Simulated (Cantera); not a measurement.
Feed: 1 mol SiH₂Cl₂, 0.43 mol Cl₂, 17 mol H₂, at 0.0200 bar.

These are equilibrium values from Cantera (NASA tables, ideal gas, pure condensed phases), not measurements of a reactor. Candidate condensed phases: Si; 19 gas species. The tables' values for SiCl₃ are old estimates; treat these amounts as uncertain. The numbers say what is thermodynamically allowed, not how fast it happens.

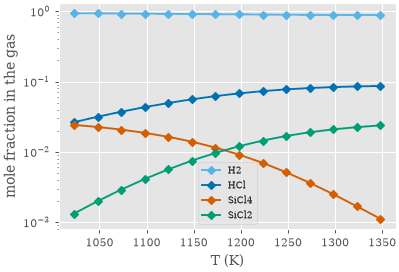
Figure. Equilibrium gas composition (values under 1e-9 drawn at 1e-9)

From 1023 K to 1348 K the condensed part is Si(s). The main Si-bearing gas is SiCl₄ at 1023 K and SiCl₂ at 1348 K.
